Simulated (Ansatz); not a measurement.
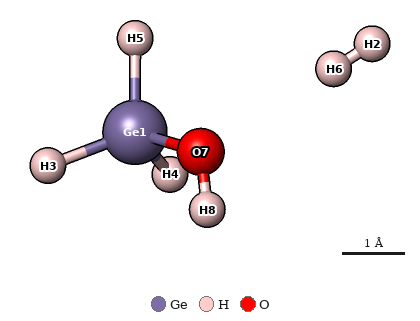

The structure as given in the input (ball-and-stick view, seen at a tilt; atoms are numbered from 1 in the order of the input). Sticks mark near contacts. Bond lengths as drawn: Ge–H 1.53 to 1.54 Å, Ge–O 1.78 Å, H–H 0.75 Å and H–O 0.96 Å.

Phonon calculation of GeH6O

- system: GeH6O
- method: RKS PBE0-D4/def2-TZVP (Ansatz 0.2.0)

The geometry is the product side of a reaction. The reaction was set up to form Ge1–O7 and H2–H6 and to break Ge1–H2 and H6–O7 (atoms counted from 1 in the order of the input); sticks are drawn by distance alone. The geometry comes from this level: PBE0-D4/def2-TZVP. Figures and captions count atoms from 1; the log counts them from 0 in places.

**Input**
```yaml
crystal:
  periodic: [false, false, false]
  atoms:
    - {symbol: Ge, position_ang: [0.400124, 0.099597, 1.144777]}
    - {symbol: H, position_ang: [-1.420554, 0.807583, -2.713768]}
    - {symbol: H, position_ang: [1.576911, -0.398859, 2.005556]}
    - {symbol: H, position_ang: [-0.933188, -0.232025, 1.841938]}
    - {symbol: H, position_ang: [0.519790, 1.594861, 0.840188]}
    - {symbol: H, position_ang: [-0.961534, 0.444530, -2.247476]}
    - {symbol: O, position_ang: [0.454399, -0.680854, -0.459464]}
    - {symbol: H, position_ang: [0.364050, -1.634831, -0.411651]}
basis:
  gaussian: {orbitals: def2-TZVP}
hamiltonian: {xc: pbe0, dispersion: d4}
phonons: {temperatures: {t_min: 298.15, t_max: 900, t_step: 200}}
```

**The program's output**
```
Functional definition: PBE0
  name "PBE0"
  cite "Adamo & Barone, J. Chem. Phys. 110, 6158 (1999) doi:10.1063/1.478522"
  cite "Perdew, Burke & Ernzerhof, Phys. Rev. Lett. 77, 3865 (1996) doi:10.1103/PhysRevLett.77.3865"
  parent pbe
  parameter a = 0.25
  parameter kappa = 0.804
  parameter beta = 0.06672455060314922
  exchange = (1 - a)*pbe_x(kappa = kappa, mu = beta*pi^2/3) + a*exact_x
  correlation = pbe_c(beta = beta)
816 factors; their error is unknown
mean field evaluation 1: about -58649.2681 eV, gradient 5.4e1 eV
mean field evaluation 2: about -58636.9419 eV, gradient 9.7e1 eV
mean field evaluation 4: about -58653.7269 eV, gradient 2.8e0 eV
mean field evaluation 8: about -58654.0073 eV, gradient 1.5e-2 eV
mean field -58654.00725991 eV, -2155.4950096878 hartree, gradient 3.3e-5 eV, S^2 0.000000; 0 other end points of the search recorded, 0 dependent functions left out
the calculation of the forces begins
reference -58654.00729136 eV, -2155.4950108435 hartree; 23, 23 occupied and 92, 92 virtual orbitals, 816 factors
these checks for a lower state are left out or cut short: stability, starts, cluster_reference, orbital_swaps, neighbouring_geometries, increment
816 factors; their error is unknown
mean field evaluation 16: about -58654.0071 eV, gradient 1.5e-1 eV
mean field -58654.00717932 eV, -2155.4950067259 hartree, gradient 2.3e-6 eV, S^2 0.000000; 0 other end points of the search recorded, 0 dependent functions left out
[... from here on the field's lines of each further geometry are left out, up to the last ...]
the calculation of the forces begins
reference -58654.00728486 eV, -2155.4950106046 hartree; 23, 23 occupied and 92, 92 virtual orbitals, 816 factors
these checks for a lower state are left out or cut short: stability, starts, cluster_reference, orbital_swaps, neighbouring_geometries, increment
816 factors; their error is unknown
mean field -58654.00724805 eV, -2155.4950092520 hartree, gradient 1.5e-6 eV, S^2 0.000000; 0 other end points of the search recorded, 0 dependent functions left out
the calculation of the forces begins
reference -58654.00727950 eV, -2155.4950104076 hartree; 23, 23 occupied and 92, 92 virtual orbitals, 816 factors
Total energy: -58654.07806933 eV, -2155.4976118860 hartree
Atom 0 at     0.400124     0.099597     1.144777 Å, force     0.000440    -0.000907    -0.001265 eV/Å
Atom 1 at    -1.420554     0.807583    -2.713768 Å, force    -0.000706     0.001071    -0.001003 eV/Å
Atom 2 at     1.576911    -0.398859     2.005556 Å, force    -0.003405     0.001504    -0.002991 eV/Å
Atom 3 at    -0.933188    -0.232025     1.841938 Å, force     0.002690     0.001246    -0.001081 eV/Å
Atom 4 at     0.519790     1.594861     0.840188 Å, force    -0.000340    -0.003930     0.001270 eV/Å
Atom 5 at    -0.961534     0.444530    -2.247476 Å, force     0.000711    -0.001073     0.001196 eV/Å
Atom 6 at     0.454399    -0.680854    -0.459464 Å, force    -0.000121    -0.002313     0.003141 eV/Å
Atom 7 at     0.364050    -1.634831    -0.411651 Å, force     0.000732     0.004402     0.000734 eV/Å
Dipole moment:    -0.011017    -0.189786     0.291836 e Å
Vibrations: 22.07 30.70 166.88 179.21 319.58 345.36 615.06 631.06 702.59 867.66 870.60 886.99 946.08 2141.84 2144.42 2197.10 3900.82 4376.32 cm⁻¹, zero-point energy 1.323180 eV
```

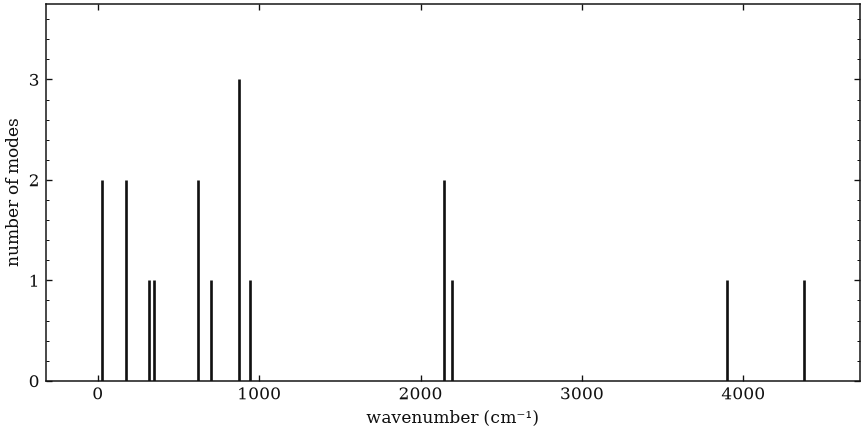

Harmonic vibrational wavenumbers from the force constants; neighbouring modes closer than 20 cm⁻¹ are counted in one stick. 18 modes from 21 to 4376 cm⁻¹, none imaginary.

**Results in brief**

| quantity | value |
| --- | --- |
| outcome | converged |
| total energy | −58654.0781 eV |
| mean-field energy | −58654.0073 eV |
| dispersion energy | −0.0708 eV |
| largest force (length of the vector) | 0.005 eV/Å |
| dipole moment | 1.67 D |
| hardware | 2 CPU threads, shared host |
| wall time | 37 s (CPU time 67 s) |
| peak memory | 0.24 GiB |
